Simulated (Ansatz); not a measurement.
## Electronic structure of GeH₄···H₂O···NH₃ in real space

```xyz
12

Ge   -1.0478    0.0804   -1.8105
H     0.3684   -0.3635   -1.3592
H    -1.2147   -0.3373   -3.2984
H    -2.1135   -0.6768   -0.9804
H    -1.2111    1.6071   -1.6800
H     0.0731    0.3349    1.2778
O    -0.7619    0.8503    1.2340
H     1.7020   -0.4741    0.3498
N     2.0885   -0.5122    1.3011
H    -1.4412    0.1688    1.3931
H     1.4860   -1.1126    1.8757
H     2.0726    0.4351    1.6967
```

Level of theory: RKS PBE-D4/def2-SVP in Ansatz 0.2.0.

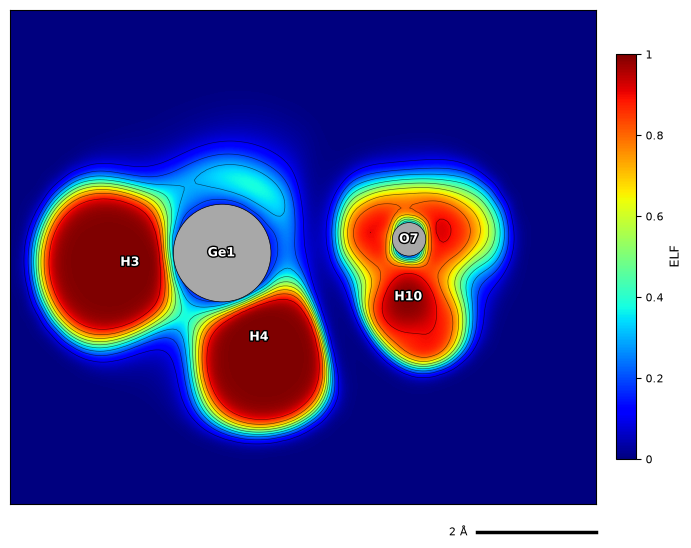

Figure 1. Electron localisation function on the plane of atoms H3, Ge1 and H4. Grey discs cover the atomic cores.

Read the bonding off the picture.

- The section cuts through Ge, H and O sites.
- O–H (0.98 Å): the ELF climbs to about 1 towards the hydrogen, as it does in any bond to H: an ordinary covalent bond to hydrogen.
- Ge–H (1.55 Å): the ELF climbs to about 1 towards the hydrogen.
- The ELF also peaks beside O7, away from the bonds: lone-pair regions.

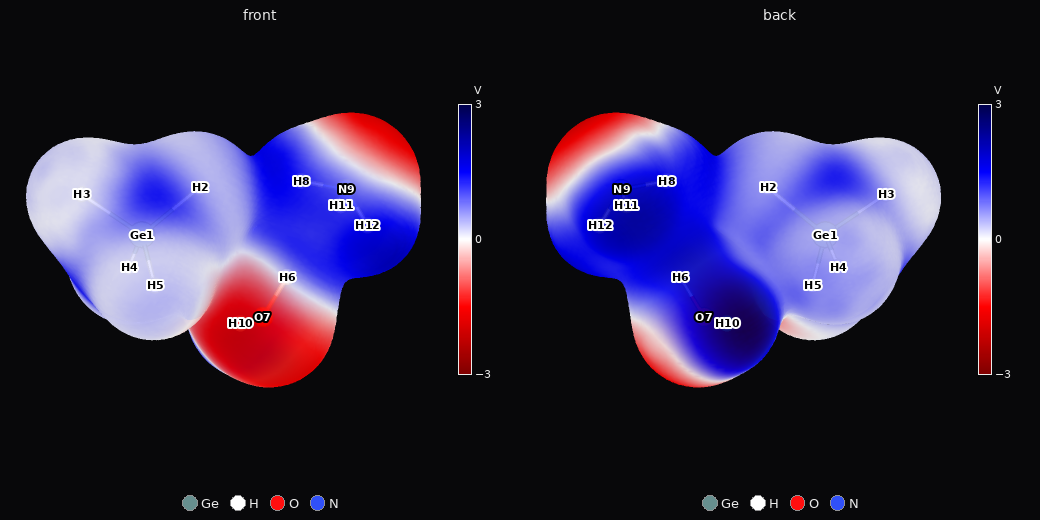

Figure 2. The electrostatic potential painted on the density surface at 0.004 e/bohr³, seen from the front and from behind; the colour scale runs from red (negative) to blue (positive).

Where is the surface potential most negative and most positive?

The most negative region (about −1.9 V) lies over O7 and N9, the most positive (about +2.8 V) over H10.

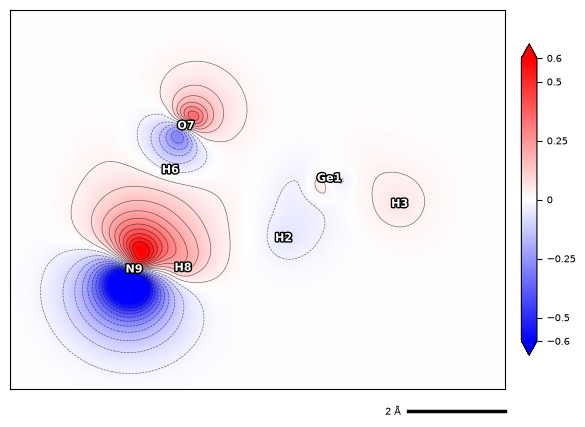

Figure 3. The HOMO on the plane of atoms H2, Ge1 and H3 (values in Å⁻³ᐟ²; the overall sign is arbitrary).

Describe this orbital and give its energy.

By Hirshfeld shares it lies mainly on N9 (about 75 %); largely a lone pair of N9. Its energy is −6.21 eV.

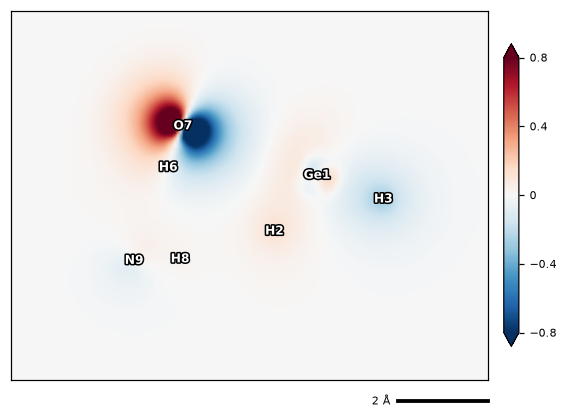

Figure 4. The HOMO−1 on the plane of atoms H2, Ge1 and H3 (values in Å⁻³ᐟ²; the overall sign is arbitrary).

Where does this orbital lie, and at what energy?

It lies mainly on O7 (about 80 %); largely a lone pair of O7. Its energy is −6.60 eV.
